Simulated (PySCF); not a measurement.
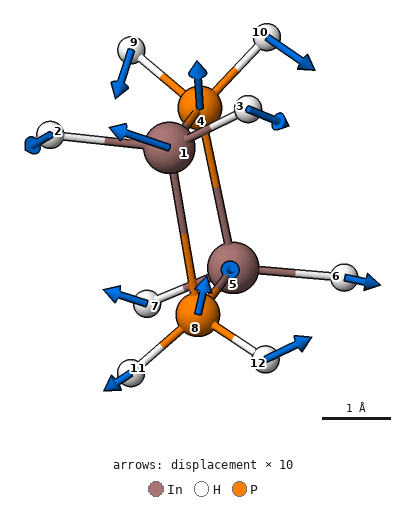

A relaxation of In$_{2}$P$_{2}$H$_{8}$. The starting structure is drawn; blue arrows show the displacements, 10 times their true length. The two geometries are superimposed by the best rigid fit.

A ball-and-stick model, seen from a free direction.

The start comes from GFN2-xTB. Its atoms were then displaced at random by about 0.03 Å.

Level of theory: PBE0-D3(BJ)/def2-SVP geometry optimisation, gas phase (PySCF). 

**What did the optimiser do to the structure, and how much energy did it gain?**

Over 6 geometry steps the energy falls by 8.96 kcal/mol. The largest move after the best rigid fit is that of In1, 0.10 Å. By element the largest moves are In 0.10 Å, H 0.09 Å, P 0.09 Å. Among the contacts that change: P4–In5 2.545 → 2.651 Å, P8–H11 1.322 → 1.417 Å, In1–H2 1.794 → 1.723 Å, P8–H12 1.359 → 1.418 Å. Among the angles between lasting bonds that change: H2–In1–H3 121.0° → 130.2°, H9–P4–H10 90.3° → 99.1°, In5–P4–H9 121.1° → 114.8°. Cost: 70 s on 1 thread of Arm Neoverse V1, with other jobs on the host.
